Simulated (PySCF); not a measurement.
# C3H7BSi (SMILES B[SiH2]C=C=C): levels of theory compared

Wanted: a comparison of 3 runs (HF/3-21G, HF/def2-SVP, B3LYP/3-21G) of C3H7BSi. 

Program for the calculation: PySCF 2.14.0.

**1. The structure to begin with**

The species is C3H7BSi (12 atoms), meant as a singlet with charge 0. As SMILES, `B[SiH2]C=C=C`. The coordinates come from a GFN2-xTB relaxation. This is one conformer, not always the lowest.

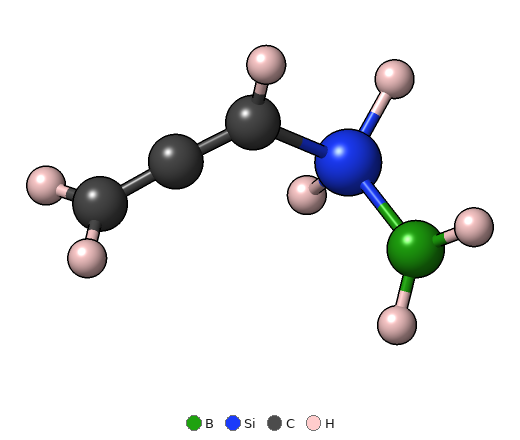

The structure, seen from a chosen angle (boron green, silicon blue, carbon dark grey, hydrogen pink).

**2. Energy and gradient at HF/3-21G (run 1)**

calc.py reads:

```python
# B[SiH2]C=C=C
import pyscf.grad
from pyscf import gto

mol = gto.M(
    atom=[
    ('B', (-1.338480, 1.754630, 0.823890)),
    ('Si', (-0.330890, 0.183250, 1.398290)),
    ('C', (1.030640, -0.073060, 0.087310)),
    ('C', (0.869050, -0.785820, -0.979140)),
    ('C', (0.636130, -1.520500, -2.021790)),
    ('H', (-1.020440, 2.839890, 1.127180)),
    ('H', (-2.255690, 1.659530, 0.102570)),
    ('H', (-1.066980, -1.090410, 1.496490)),
    ('H', (0.412720, 0.280580, 2.671410)),
    ('H', (1.972450, 0.429750, 0.259820)),
    ('H', (0.848560, -2.577140, -2.031870)),
    ('H', (0.242930, -1.100710, -2.934180)),
],
    charge=0,
    basis='3-21g',
    max_memory=1860,
    verbose=3,
)

mf = mol.RHF()
mf.conv_tol = 1e-10
mf.kernel()
if not mf.converged:
    mf = mf.newton().run(mf.mo_coeff, mf.mo_occ)

etot = mf.e_tot
print(f'total energy: {etot:.8f} hartree')
grad = mf.Gradients().kernel()
mf.analyze()
```

On the command line:

```sh
$ OMP_NUM_THREADS=1 python calc.py
```

Standard output:

```text
converged SCF energy = -428.868057447919
[... 16 lines left out ...]
MO #7   energy= -4.18839313821229  occ= 2
[... 7 lines left out ...]
MO #15  energy= -0.630658197039113 occ= 2
[... 7 lines left out ...]
MO #23  energy= 0.0478435071609105 occ= 0
[... 7 lines left out ...]
MO #31  energy= 0.353054227287809  occ= 0
[... 7 lines left out ...]
MO #39  energy= 0.612030932055538  occ= 0
[... 7 lines left out ...]
MO #47  energy= 1.07431180962193   occ= 0
[... 7 lines left out ...]
MO #55  energy= 1.38756673890009   occ= 0
[... 7 lines left out ...]
MO #63  energy= 2.09303843954916   occ= 0
[... 13 lines left out ...]
Dipole moment(X, Y, Z, Debye): -0.27674,  0.45147, -0.31073
```

Run time: 3 s. Hardware: 1 thread of Intel Xeon at 2.70GHz, shared host; peak memory 0.13 GiB.

**3. Energy and gradient at HF/def2-SVP (run 2)**

job.py reads:

```python
from pyscf import gto, scf

molecule = gto.Mole()
molecule.atom = '''
B     -1.338480     1.754630     0.823890
Si    -0.330890     0.183250     1.398290
C      1.030640    -0.073060     0.087310
C      0.869050    -0.785820    -0.979140
C      0.636130    -1.520500    -2.021790
H     -1.020440     2.839890     1.127180
H     -2.255690     1.659530     0.102570
H     -1.066980    -1.090410     1.496490
H      0.412720     0.280580     2.671410
H      1.972450     0.429750     0.259820
H      0.848560    -2.577140    -2.031870
H      0.242930    -1.100710    -2.934180
'''
molecule.charge = 0
molecule.verbose = 4
molecule.basis = 'def2-svp'
molecule.max_memory = 1860
molecule.build()

mf = scf.RHF(molecule)
mf.conv_tol = 1e-10
mf.kernel()
if not mf.converged:
    mf = mf.newton().run(mf.mo_coeff, mf.mo_occ)

etot = mf.e_tot
print('Final energy', etot)
grad = mf.nuc_grad_method().kernel()
mf.analyze()
```

On the command line:

```sh
$ OMP_NUM_THREADS=1 python job.py
```

Standard output:

```text
PySCF version 2.14.0

[... 88 lines left out ...]
One-electron Energy =                 -943.464013203543232
[... 15 lines left out ...]
MO #11  energy= -0.949708174676712 occ= 2
[... 13 lines left out ...]
MO #25  energy= 0.162827922841668  occ= 0
[... 13 lines left out ...]
MO #39  energy= 0.449452494973666  occ= 0
[... 13 lines left out ...]
MO #53  energy= 0.867418325880945  occ= 0
[... 13 lines left out ...]
MO #67  energy= 1.17446682709743   occ= 0
[... 13 lines left out ...]
MO #81  energy= 1.89875127436088   occ= 0
[... 13 lines left out ...]
MO #95  energy= 2.45115630110188   occ= 0
[... 13 lines left out ...]
MO #109 energy= 3.7360993458363    occ= 0
[... 124 lines left out ...]
Dipole moment(X, Y, Z, Debye): -0.35384,  0.49092, -0.25928
```

Run time: 12 s. Hardware: 1 thread of Intel Xeon at 2.70GHz, shared host; peak memory 0.25 GiB.

**4. Energy and gradient at B3LYP/3-21G (run 3)**

run.py reads:

```python
# B[SiH2]C=C=C
import pyscf.grad
from pyscf import gto, dft

molecule = gto.M(
    atom='''
B   -1.338480   1.754630   0.823890
Si  -0.330890   0.183250   1.398290
C    1.030640  -0.073060   0.087310
C    0.869050  -0.785820  -0.979140
C    0.636130  -1.520500  -2.021790
H   -1.020440   2.839890   1.127180
H   -2.255690   1.659530   0.102570
H   -1.066980  -1.090410   1.496490
H    0.412720   0.280580   2.671410
H    1.972450   0.429750   0.259820
H    0.848560  -2.577140  -2.031870
H    0.242930  -1.100710  -2.934180
''',
    charge=0,
    basis='3-21g',
    verbose=3,
    max_memory=1860,
)

calc0 = dft.RKS(molecule, xc='b3lyp')
calc0.conv_tol = 1e-10
calc0.grids.level = 5
calc0.kernel()
if not calc0.converged:
    calc0 = calc0.newton().run(calc0.mo_coeff, calc0.mo_occ)

energy = calc0.e_tot
print(f'total energy: {energy:.8f} hartree')
grad = calc0.Gradients().kernel()
calc0.analyze()
```

On the command line:

```sh
$ OMP_NUM_THREADS=1 python run.py
```

Standard output:

```text
converged SCF energy = -430.46598061503
[... 16 lines left out ...]
MO #7   energy= -3.59218295986405  occ= 2
[... 7 lines left out ...]
MO #15  energy= -0.464423678033477 occ= 2
[... 7 lines left out ...]
MO #23  energy= -0.0914789278756039 occ= 0
[... 7 lines left out ...]
MO #31  energy= 0.208962831698944  occ= 0
[... 7 lines left out ...]
MO #39  energy= 0.413091768196583  occ= 0
[... 7 lines left out ...]
MO #47  energy= 0.821495768006234  occ= 0
[... 7 lines left out ...]
MO #55  energy= 1.09918534256333   occ= 0
[... 7 lines left out ...]
MO #63  energy= 1.82587621309517   occ= 0
[... 13 lines left out ...]
Dipole moment(X, Y, Z, Debye): -0.01458,  0.21309, -0.43494
```

It took 23 s on 1 thread of Intel Xeon at 2.70GHz, shared host; peak memory 0.67 GiB.

**5. All runs side by side**

| run | level | integration grid | energy (Eh) | dipole moment (D) | HOMO energy (eV) | LUMO energy (eV) | wall time |
| --- | --- | --- | --- | --- | --- | --- | --- |
| 1 | HF/3-21G | – | -428.868057 | 0.61 | -9.73 | 1.30 | 3 s |
| 2 | HF/def2-SVP | – | -430.999011 | 0.66 | -9.84 | 1.18 | 12 s |
| 3 | B3LYP/3-21G | 5 | -430.465981 | 0.48 | -7.00 | -2.49 | 23 s |

**6. Outcome**

| quantity | value |
| --- | --- |
| run 3: total energy | -430.46598 Eh |
| run 3: dipole moment | 0.48 D |
| run 3: HOMO energy | -7.00 eV |
| run 3: LUMO energy | -2.49 eV |
| run 3: HOMO–LUMO gap | 4.51 eV |
| run 3: largest force on an atom | 0.937 eV/Å |

**Reading.** The dipole moment (its size) runs from 0.48 D (B3LYP/3-21G) to 0.66 D (HF/def2-SVP). The two ends differ in method and basis. The HOMO–LUMO gap runs from 4.51 eV (B3LYP/3-21G) to 11.03 eV (HF/3-21G). Exact exchange widens orbital gaps. All runs together took 38 s, the longest 23 s.
